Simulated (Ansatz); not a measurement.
# BrCl2HSi + HCl: a complex and its separated parts

The complex below is one end of an elementary step. How strongly is it bound against its free parts?

The runs use Ansatz 0.2.0, Gaussian basis; PBE0-D4/def2-TZVP structures, single points in def2-TZVPP, no counterpoise correction.

Levels: SPW92, PBE-D4, BLYP-D4, r2SCAN-D4, B97M-V, PBE0-D4, B3LYP-D4, r2SCAN0-D4, BHLYP-D4, CAM-B3LYP-D4, wB97X-V, wB97M-V, B2PLYP, PBE-QIDH, RPA on PBE, Hartree-Fock, MP2, CCSD, CCSD(T).

Correlated methods freeze the cores. Filled d shells of the heavier atoms are correlated. B3LYP uses VWN-RPA correlation. B2PLYP carries no dispersion term here.

94 further runs of the same task are left out: 94 set aside as unsound or not needed. Runs told in other sessions of the task aren't counted.

### Step 1. The system as given

The complex: 7 atoms, charge 0, spin multiplicity 1.

Atoms are counted from 1 here; the program's logs count them from 0.

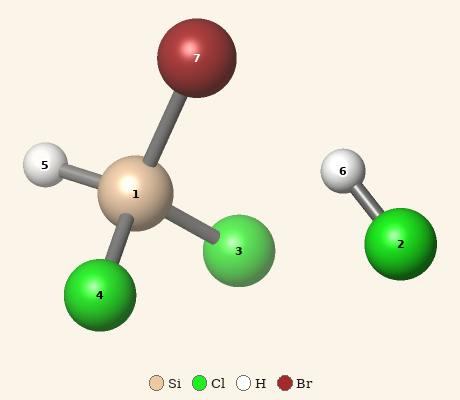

The starting geometry (silicon light orange, chlorine green, hydrogen white, bromine red); atoms are numbered from 1 in the order of the file.

Geometry (Å):

| atom | x (Å) | y (Å) | z (Å) |
| --- | --- | --- | --- |
| Si1 | -1.01753 | 0.47626 | -0.37333 |
| Cl2 | 2.37797 | -1.66903 | 1.10553 |
| Cl3 | -0.87629 | -1.22743 | -1.45917 |
| Cl4 | -1.40212 | 0.03487 | 1.56523 |
| H5 | -2.08487 | 1.32893 | -0.91487 |
| H6 | 2.11192 | -0.52735 | 0.58143 |
| Br7 | 0.89092 | 1.58385 | -0.50472 |

Its parts: BrCl2HSi holds atoms 1, 3, 4, 5, 7; HCl holds atoms 2, 6. Each part counts its atoms afresh in its own runs.

### Step 2. Relaxing BrCl2HSi alone

The input, relax-a/in.yaml:

```yaml
crystal:
  periodic: [false, false, false]
  atoms:
    - {symbol: Si, position_ang: [-1.017530, 0.476262, -0.373328]}
    - {symbol: Cl, position_ang: [-0.876290, -1.227428, -1.459169]}
    - {symbol: Cl, position_ang: [-1.402124, 0.034871, 1.565231]}
    - {symbol: H, position_ang: [-2.084865, 1.328926, -0.914875]}
    - {symbol: Br, position_ang: [0.890921, 1.583849, -0.504722]}
basis:
  gaussian: {orbitals: def2-TZVP}
hamiltonian: {xc: pbe0, dispersion: d4}
relax: {f_tol: 0.005, max_steps: 200}
```

Run with:

```sh
> ansatz run in.yaml --threads 8 --pin off --events-out ev --progress --plain --max-ram 19148MiB
```

Standard output (excerpt; [...] marks lines left out):

```text
Functional definition: PBE0
  name "PBE0"
  cite "Adamo & Barone, J. Chem. Phys. 110, 6158 (1999) doi:10.1063/1.478522"
  cite "Perdew, Burke & Ernzerhof, Phys. Rev. Lett. 77, 3865 (1996) doi:10.1103/PhysRevLett.77.3865"
  parent pbe
[...]
1261 factors; their error is unknown
[...]
mean field -102971.13837010 eV, -3784.1195387566 hartree, gradient 1.0e-5 eV, S^2 0.000000; 0 other end points of the search recorded, 0 dependent functions left out
[...]
reference -102971.13839787 eV, -3784.1195397773 hartree; 42, 42 occupied and 123, 123 virtual orbitals, 1261 factors
[...]
reference -102971.14160099 eV, -3784.1196574898 hartree; 42, 42 occupied and 123, 123 virtual orbitals, 1261 factors
Total energy: -102971.31096482 eV, -3784.1258814958 hartree
Atom 0 at    -1.005688     0.485987    -0.375576 Å, force    -0.000341     0.000109    -0.000094 eV/Å
Atom 1 at    -0.881138    -1.228125    -1.457533 Å, force     0.000031    -0.000787    -0.000911 eV/Å
Atom 2 at    -1.405914     0.032851     1.563191 Å, force    -0.000349     0.000087     0.001123 eV/Å
Atom 3 at    -2.088774     1.322147    -0.912796 Å, force    -0.000716    -0.000009    -0.000096 eV/Å
Atom 4 at     0.891627     1.583619    -0.504150 Å, force     0.001376     0.000600    -0.000022 eV/Å
Dipole moment:    -0.106807     0.093144    -0.057438 e Å
```

It took 7 s on 8 threads of Arm Neoverse V2, shared host.

Along the way:

| step | energy from step 1 (eV) | largest force component (eV/Å) |
| --- | --- | --- |
| 1 | 0.0000 | 0.2690 |
| 2 | -0.0026 | 0.0725 |
| 3 | -0.0031 | 0.0474 |
| 4 | -0.0032 | 0.0014 |

Distances of close pairs at the start and the end, largest changes first:

| bond | before (Å) | after (Å) | change (Å) |
| --- | --- | --- | --- |
| Si1–Br5 | 2.210 | 2.196 | -0.015 |
| Si1–Cl3 | 2.025 | 2.031 | +0.006 |
| Si1–Cl2 | 2.025 | 2.031 | +0.006 |
| Si1–H4 | 1.470 | 1.470 | +0.000 |

### Step 3. Relaxing HCl alone

The input, relax-b/in.yaml:

```yaml
crystal:
  periodic: [false, false, false]
  atoms:
    - {symbol: Cl, position_ang: [2.377972, -1.669031, 1.105531]}
    - {symbol: H, position_ang: [2.111918, -0.527351, 0.581431]}
basis:
  gaussian: {orbitals: def2-TZVP}
hamiltonian: {xc: pbe0, dispersion: d4}
relax: {f_tol: 0.005, max_steps: 200}
```

Run with:

```sh
> ansatz run in.yaml --threads 8 --pin off --events-out ev --progress --plain --max-ram 19148MiB
```

Standard output (excerpt; [...] marks lines left out):

```text
[... 5 set-up lines as earlier in the session ...]
[...]
312 factors; their error is unknown
[...]
mean field -12535.31601651 eV, -460.6643668642 hartree, gradient 4.2e-5 eV, S^2 0.000000; 0 other end points of the search recorded, 0 dependent functions left out
[...]
reference -12535.31647376 eV, -460.6643836680 hartree; 9, 9 occupied and 34, 34 virtual orbitals, 312 factors
Total energy: -12535.32105165 eV, -460.6645519025 hartree
Atom 0 at     2.377429    -1.666700     1.104461 Å, force     0.000121    -0.000520     0.000239 eV/Å
Atom 1 at     2.112461    -0.529682     0.582501 Å, force    -0.000121     0.000520    -0.000239 eV/Å
Dipole moment:    -0.054411     0.233485    -0.107184 e Å
```

Run time: 0.35 s. Hardware: 8 threads of Arm Neoverse V2, shared host.

Relaxation path:

| step | energy from step 1 (eV) | largest force component (eV/Å) |
| --- | --- | --- |
| 1 | 0.0000 | 0.1483 |
| 2 | -0.0004 | 0.0605 |
| 3 | -0.0004 | 0.0005 |

The bond:

| bond | before (Å) | after (Å) | change (Å) |
| --- | --- | --- | --- |
| Cl1–H2 | 1.284 | 1.279 | -0.005 |

### Step 4. SPW92/def2-TZVPP

The input, parta/in.yaml:

```yaml
crystal:
  periodic: [false, false, false]
  atoms:
    - {symbol: Si, position_ang: [-1.005688, 0.485987, -0.375576]}
    - {symbol: Cl, position_ang: [-0.881138, -1.228125, -1.457533]}
    - {symbol: Cl, position_ang: [-1.405914, 0.032851, 1.563191]}
    - {symbol: H, position_ang: [-2.088774, 1.322147, -0.912796]}
    - {symbol: Br, position_ang: [0.891627, 1.583619, -0.504150]}
basis:
  gaussian: {orbitals: def2-TZVPP}
hamiltonian: {xc: lda}
```

The input, partb/in.yaml:

```yaml
crystal:
  periodic: [false, false, false]
  atoms:
    - {symbol: Cl, position_ang: [2.377429, -1.666700, 1.104461]}
    - {symbol: H, position_ang: [2.112461, -0.529682, 0.582501]}
basis:
  gaussian: {orbitals: def2-TZVPP}
hamiltonian: {xc: lda}
```

The same command starts each run, in its folder.

Run with:

```sh
> ansatz run in.yaml --threads 8 --pin off --events-out ev --progress --plain --max-ram 19148MiB
```

Output in parta (excerpt; [...] marks lines left out):

```text
Functional definition: SPW92
  name "SPW92"
  cite "Dirac, Proc. Camb. Phil. Soc. 26, 376 (1930) doi:10.1017/S0305004100016108"
  cite "Slater, Phys. Rev. 81, 385 (1951) doi:10.1103/PhysRev.81.385"
  cite "Perdew & Wang, Phys. Rev. B 45, 13244 (1992) doi:10.1103/PhysRevB.45.13244"
[...]
1311 factors; their error is unknown
[...]
mean field -102781.49490178 eV, -3777.1502698408 hartree, gradient 5.1e-5 eV, S^2 0.000000; 0 other end points of the search recorded, 0 dependent functions left out
reference -102781.49493621 eV, -3777.1502711062 hartree; 42, 42 occupied and 146, 146 virtual orbitals, 1311 factors
Total energy: -102781.49493621 eV, -3777.1502711062 hartree
```

Log of partb (excerpt; [...] marks lines left out):

```text
[... 5 set-up lines as earlier in the session ...]
[...]
353 factors; their error is unknown
[...]
mean field -12498.56387612 eV, -459.3137506167 hartree, gradient 5.7e-5 eV, S^2 0.000000; 0 other end points of the search recorded, 0 dependent functions left out
reference -12498.56389553 eV, -459.3137513300 hartree; 9, 9 occupied and 47, 47 virtual orbitals, 353 factors
Total energy: -12498.56389553 eV, -459.3137513300 hartree
```

They took 0.45 s (parta), 0.1 s (partb) on 8 threads of Arm Neoverse V2, shared host.

### Step 5. PBE-D4/def2-TZVPP

Each input of step 4 (parta, partb) changes in the same lines:

```diff
-hamiltonian: {xc: lda}
+hamiltonian: {xc: pbe, dispersion: d4}
```

The same command starts each run, in its folder.

Run with:

```sh
> ansatz run in.yaml --threads 8 --pin off --events-out ev --progress --plain --max-ram 19148MiB
```

Output in parta (excerpt; [...] marks lines left out):

```text
Functional definition: PBE
  name "PBE"
[... 2 set-up lines as earlier in the session ...]
[...]
1311 factors; their error is unknown
[...]
mean field -102965.89280081 eV, -3783.9267676411 hartree, gradient 5.1e-5 eV, S^2 0.000000; 0 other end points of the search recorded, 0 dependent functions left out
reference -102965.89283761 eV, -3783.9267689933 hartree; 42, 42 occupied and 146, 146 virtual orbitals, 1311 factors
Total energy: -102966.09088687 eV, -3783.9340471694 hartree
```

partb printed (excerpt; [...] marks lines left out):

```text
[... 4 set-up lines as earlier in the session ...]
[...]
353 factors; their error is unknown
[...]
mean field -12534.30962834 eV, -460.6273827813 hartree, gradient 8.1e-5 eV, S^2 0.000000; 0 other end points of the search recorded, 0 dependent functions left out
reference -12534.30964925 eV, -460.6273835496 hartree; 9, 9 occupied and 47, 47 virtual orbitals, 353 factors
Total energy: -12534.31531039 eV, -460.6275915929 hartree
```

They took 0.65 s (parta), 0.1 s (partb) on 8 threads of Arm Neoverse V2, shared host.

### Step 6. BLYP-D4/def2-TZVPP

Each input of step 5 (parta, partb) changes in the same lines:

```diff
-hamiltonian: {xc: pbe, dispersion: d4}
+hamiltonian: {xc: {name: BLYP}, dispersion: d4}
```

The same command starts each run, in its folder.

Run with:

```sh
> ansatz run in.yaml --threads 8 --pin off --events-out ev --progress --plain --max-ram 19148MiB
```

Output in parta (excerpt; [...] marks lines left out):

```text
Functional definition: BLYP
  name "BLYP"
  cite "Becke, Phys. Rev. A 38, 3098 (1988) doi:10.1103/PhysRevA.38.3098"
  cite "Lee, Yang & Parr, Phys. Rev. B 37, 785 (1988) doi:10.1103/PhysRevB.37.785"
[...]
1311 factors; their error is unknown
[...]
mean field -102991.02151386 eV, -3784.8502308126 hartree, gradient 5.4e-5 eV, S^2 0.000000; 0 other end points of the search recorded, 0 dependent functions left out
reference -102991.02186381 eV, -3784.8502436731 hartree; 42, 42 occupied and 146, 146 virtual orbitals, 1311 factors
Total energy: -102991.44807688 eV, -3784.8659067145 hartree
```

partb printed (excerpt; [...] marks lines left out):

```text
[... 4 set-up lines as earlier in the session ...]
[...]
353 factors; their error is unknown
[...]
mean field -12539.38860533 eV, -460.8140317431 hartree, gradient 4.5e-5 eV, S^2 0.000000; 0 other end points of the search recorded, 0 dependent functions left out
reference -12539.38880965 eV, -460.8140392518 hartree; 9, 9 occupied and 47, 47 virtual orbitals, 353 factors
Total energy: -12539.40229876 eV, -460.8145349674 hartree
```

Times: 0.7 s (parta), 0.1 s (partb) on 8 threads of Arm Neoverse V2, shared host.

### Step 7. r2SCAN-D4/def2-TZVPP

Each input of step 6 (parta, partb) changes in the same lines:

```diff
-hamiltonian: {xc: {name: BLYP}, dispersion: d4}
+hamiltonian: {xc: r2scan, dispersion: d4}
```

The same command starts each run, in its folder.

Run with:

```sh
> ansatz run in.yaml --threads 8 --pin off --events-out ev --progress --plain --max-ram 19148MiB
```

parta printed (excerpt; [...] marks lines left out):

```text
Functional definition: r2SCAN
  name "r2SCAN"
  cite "Furness, Kaplan, Ning, Perdew & Sun, J. Phys. Chem. Lett. 11, 8208 (2020) doi:10.1021/acs.jpclett.0c02405"
  cite "Furness, Kaplan, Ning, Perdew & Sun, J. Phys. Chem. Lett. 11, 9248 (2020) doi:10.1021/acs.jpclett.0c03077"
  parent r2scan
[...]
1311 factors; their error is unknown
[...]
mean field -102988.07353729 eV, -3784.7418946718 hartree, gradient 4.9e-5 eV, S^2 0.000000; 0 other end points of the search recorded, 0 dependent functions left out
reference -102988.07354678 eV, -3784.7418950205 hartree; 42, 42 occupied and 146, 146 virtual orbitals, 1311 factors
Total energy: -102988.11569533 eV, -3784.7434439512 hartree
```

Log of partb (excerpt; [...] marks lines left out):

```text
[... 5 set-up lines as earlier in the session ...]
[...]
353 factors; their error is unknown
[...]
mean field -12538.62224983 eV, -460.7858686979 hartree, gradient 3.1e-5 eV, S^2 0.000000; 0 other end points of the search recorded, 0 dependent functions left out
reference -12538.62225516 eV, -460.7858688937 hartree; 9, 9 occupied and 47, 47 virtual orbitals, 353 factors
Total energy: -12538.62352111 eV, -460.7859154164 hartree
```

Wall times: 1.6 s (parta), 0.35 s (partb) on 8 threads of Arm Neoverse V2, shared host.

### Step 8. B97M-V/def2-TZVPP

The same edit goes into each in.yaml of step 7 (parta, partb):

```diff
-hamiltonian: {xc: r2scan, dispersion: d4}
+hamiltonian: {xc: {name: B97M-V}}
```

The same command starts each run, in its folder.

Run with:

```sh
> ansatz run in.yaml --threads 8 --pin off --events-out ev --progress --plain --max-ram 19148MiB
```

Output in parta (excerpt; [...] marks lines left out):

```text
Functional definition: B97M-V
  name "B97M-V"
  cite "Mardirossian & Head-Gordon, J. Chem. Phys. 142, 074111 (2015) doi:10.1063/1.4907719"
  cite "Becke, J. Chem. Phys. 107, 8554 (1997) doi:10.1063/1.475007"
  cite "Vydrov & Van Voorhis, J. Chem. Phys. 133, 244103 (2010) doi:10.1063/1.3521275"
  # Of w^i u^j: cxij and so on, Table III.
[...]
  gx(w, u) = cx00 + cx01*u + cx02*u^2 + (cx10 + cx11*u)*w
[...]
      + integral(e_c_pw_mod_opposite_spin*gos(b97_w_opposite, b97_u_opposite)) + vv10(b, c)
1311 factors; their error is unknown
[...]
mean field -102969.70588012 eV, -3784.0668957209 hartree, gradient 2.5e-5 eV, S^2 0.000000; 0 other end points of the search recorded, 0 dependent functions left out
reference -102969.70592977 eV, -3784.0668975455 hartree; 42, 42 occupied and 146, 146 virtual orbitals, 1311 factors
Total energy: -102969.70592977 eV, -3784.0668975455 hartree
```

partb printed (excerpt; [...] marks lines left out):

```text
[... 5 set-up lines as earlier in the session ...]
  # Of w^i u^j: cxij and so on, Table III.
[...]
  gx(w, u) = cx00 + cx01*u + cx02*u^2 + (cx10 + cx11*u)*w
[...]
  gos(w, u) = cos00 + cos01*u + cos03*u^3 + cos10*w + cos32*w^3*u^2
[...]
      + integral(e_c_pw_mod_opposite_spin*gos(b97_w_opposite, b97_u_opposite)) + vv10(b, c)
353 factors; their error is unknown
[...]
mean field -12536.22648455 eV, -460.6978259477 hartree, gradient 1.2e-5 eV, S^2 0.000000; 0 other end points of the search recorded, 0 dependent functions left out
reference -12536.22651268 eV, -460.6978269814 hartree; 9, 9 occupied and 47, 47 virtual orbitals, 353 factors
Total energy: -12536.22651268 eV, -460.6978269814 hartree
```

Wall times: 2.6 s (parta), 0.25 s (partb) on 8 threads of Arm Neoverse V2, shared host.

### Step 9. PBE0-D4/def2-TZVPP

The same edit goes into each in.yaml of step 8 (parta, partb):

```diff
-hamiltonian: {xc: {name: B97M-V}}
+hamiltonian: {xc: pbe0, dispersion: d4}
+output: {orbitals: {seedname: orbitals}}
```

One command serves all of them, each in its own folder.

Run with:

```sh
> ansatz run in.yaml --threads 8 --pin off --events-out ev --progress --plain --max-ram 19148MiB
```

Output in parta (excerpt; [...] marks lines left out):

```text
[... 5 set-up lines as earlier in the session ...]
[...]
1413 factors; their error is unknown
[...]
mean field -102971.15104786 eV, -3784.1200046557 hartree, gradient 3.1e-5 eV, S^2 0.000000; 0 other end points of the search recorded, 0 dependent functions left out
reference -102971.15107561 eV, -3784.1200056758 hartree; 42, 42 occupied and 146, 146 virtual orbitals, 1413 factors
Total energy: -102971.32043943 eV, -3784.1262296811 hartree
```

Log of partb (excerpt; [...] marks lines left out):

```text
[... 5 set-up lines as earlier in the session ...]
[...]
384 factors; their error is unknown
[...]
mean field -12535.34597595 eV, -460.6654678535 hartree, gradient 3.7e-5 eV, S^2 0.000000; 0 other end points of the search recorded, 0 dependent functions left out
reference -12535.34599160 eV, -460.6654684285 hartree; 9, 9 occupied and 47, 47 virtual orbitals, 384 factors
Total energy: -12535.35056949 eV, -460.6656366630 hartree
```

Wall times: 1.2 s (parta), 0.15 s (partb) on 8 threads of Arm Neoverse V2, shared host; peak memory 0.63 GiB.

### Step 10. B3LYP-D4/def2-TZVPP

The same edit goes into each in.yaml of step 9 (parta, partb):

```diff
-hamiltonian: {xc: pbe0, dispersion: d4}
-output: {orbitals: {seedname: orbitals}}
+hamiltonian: {xc: {name: B3LYP}, dispersion: d4}
```

One command serves all of them, each in its own folder.

Run with:

```sh
> ansatz run in.yaml --threads 8 --pin off --events-out ev --progress --plain --max-ram 19148MiB
```

parta printed (excerpt; [...] marks lines left out):

```text
Functional definition: B3LYP
  name "B3LYP"
  cite "Stephens, Devlin, Chabalowski & Frisch, J. Phys. Chem. 98, 11623 (1994) doi:10.1021/j100096a001"
[... 2 set-up lines as earlier in the session ...]
  cite "Vosko, Wilk & Nusair, Can. J. Phys. 58, 1200 (1980) doi:10.1139/p80-159"
[...]
1389 factors; their error is unknown
[...]
mean field -102992.73679832 eV, -3784.9132663540 hartree, gradient 3.0e-5 eV, S^2 0.000000; 0 other end points of the search recorded, 0 dependent functions left out
reference -102992.73706073 eV, -3784.9132759971 hartree; 42, 42 occupied and 146, 146 virtual orbitals, 1389 factors
Total energy: -102993.06646905 eV, -3784.9253815299 hartree
```

partb printed (excerpt; [...] marks lines left out):

```text
[... 6 set-up lines as earlier in the session ...]
[...]
372 factors; their error is unknown
[...]
mean field -12539.99363224 eV, -460.8362660719 hartree, gradient 4.5e-5 eV, S^2 0.000000; 0 other end points of the search recorded, 0 dependent functions left out
reference -12539.99378430 eV, -460.8362716598 hartree; 9, 9 occupied and 47, 47 virtual orbitals, 372 factors
Total energy: -12540.00297089 eV, -460.8366092609 hartree
```

Times: 1.1 s (parta), 0.15 s (partb) on 8 threads of Arm Neoverse V2, shared host.

### Step 11. r2SCAN0-D4/def2-TZVPP

The same edit goes into each in.yaml of step 10 (parta, partb):

```diff
-hamiltonian: {xc: {name: B3LYP}, dispersion: d4}
+hamiltonian: {xc: {name: r2SCAN0}, dispersion: d4}
```

Each run has its own folder and the same command.

Run with:

```sh
> ansatz run in.yaml --threads 8 --pin off --events-out ev --progress --plain --max-ram 19148MiB
```

Output in parta (excerpt; [...] marks lines left out):

```text
Functional definition: r2SCAN0
  name "r2SCAN0"
  cite "Bursch, Neugebauer, Ehlert & Grimme, J. Chem. Phys. 156, 134105 (2022) doi:10.1063/5.0086040"
[... 3 set-up lines as earlier in the session ...]
[...]
1413 factors; their error is unknown
[...]
mean field -102987.79124826 eV, -3784.7315207415 hartree, gradient 4.7e-5 eV, S^2 0.000000; 0 other end points of the search recorded, 0 dependent functions left out
reference -102987.79125584 eV, -3784.7315210199 hartree; 42, 42 occupied and 146, 146 virtual orbitals, 1413 factors
Total energy: -102987.84425486 eV, -3784.7334686982 hartree
```

Output in partb (excerpt; [...] marks lines left out):

```text
[... 6 set-up lines as earlier in the session ...]
[...]
384 factors; their error is unknown
[...]
mean field -12538.53747444 eV, -460.7827532598 hartree, gradient 4.5e-6 eV, S^2 0.000000; 0 other end points of the search recorded, 0 dependent functions left out
reference -12538.53747870 eV, -460.7827534161 hartree; 9, 9 occupied and 47, 47 virtual orbitals, 384 factors
Total energy: -12538.53893221 eV, -460.7828068319 hartree
```

They took 2 s (parta), 0.35 s (partb) on 8 threads of Arm Neoverse V2, shared host.

### Step 12. BHLYP-D4/def2-TZVPP

The same edit goes into each in.yaml of step 11 (parta, partb):

```diff
-hamiltonian: {xc: {name: r2SCAN0}, dispersion: d4}
+hamiltonian: {xc: {name: BHLYP}, dispersion: d4}
```

Each run has its own folder and the same command.

Run with:

```sh
> ansatz run in.yaml --threads 8 --pin off --events-out ev --progress --plain --max-ram 19148MiB
```

Output in parta (excerpt; [...] marks lines left out):

```text
Functional definition: BHLYP
  name "BHLYP"
  cite "Becke, J. Chem. Phys. 98, 1372 (1993) doi:10.1063/1.464304"
[... 2 set-up lines as earlier in the session ...]
[...]
1512 factors; their error is unknown
[...]
mean field -102990.54199118 eV, -3784.8326086794 hartree, gradient 2.8e-5 eV, S^2 0.000000; 0 other end points of the search recorded, 0 dependent functions left out
reference -102990.54217080 eV, -3784.8326152802 hartree; 42, 42 occupied and 146, 146 virtual orbitals, 1512 factors
Total energy: -102990.83874351 eV, -3784.8435141260 hartree
```

Log of partb (excerpt; [...] marks lines left out):

```text
[... 5 set-up lines as earlier in the session ...]
[...]
403 factors; their error is unknown
[...]
mean field -12539.47115610 eV, -460.8170654277 hartree, gradient 2.7e-5 eV, S^2 0.000000; 0 other end points of the search recorded, 0 dependent functions left out
reference -12539.47125959 eV, -460.8170692312 hartree; 9, 9 occupied and 47, 47 virtual orbitals, 403 factors
Total energy: -12539.47730599 eV, -460.8172914321 hartree
```

Wall times: 1.1 s (parta), 0.15 s (partb) on 8 threads of Arm Neoverse V2, shared host.

(Part 1 of 2 ends here.)
